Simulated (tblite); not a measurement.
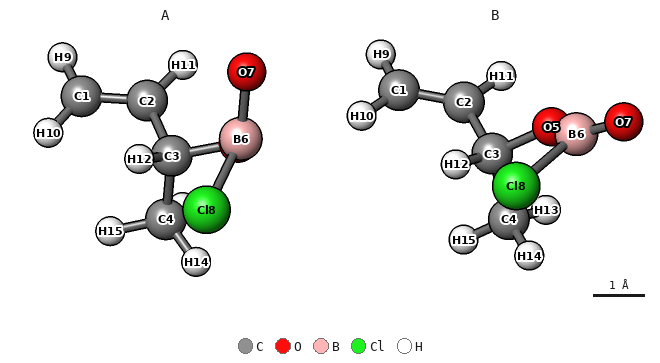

Two geometries of C4H7BClO2 (multiplicity 2), drawn at one scale. One is the start of a relaxation, the other its converged end. Style: ball-and-stick. Shown from a free direction.

These are results of GFN2-xTB geometry optimisation, gas phase (tblite), not measurements. 

Q: Which of the two is the end point?

A: Structure B is the relaxed one. The largest move after the best rigid fit is that of O7, 1.36 Å. Largest moves by element: O 1.36 Å, H 0.72 Å, Cl 0.64 Å, C 0.28 Å, B 0.17 Å. Some distances before and after: B6–O7 1.484 → 1.243 Å, B6–Cl8 1.856 → 2.015 Å, O5–B6 1.454 → 1.312 Å, C4–H15 1.131 → 1.086 Å. Bond angles that change, for instance: O5–B6–O7 119.5° → 146.4°, C3–O5–B6 106.5° → 130.0°, O7–B6–Cl8 118.5° → 99.6°. Groups turn about O5–B6 by about 70°, C2–C3 by about 25°, C3–O5 by about 25°. Over 108 geometry steps the energy falls by 1.963 eV.
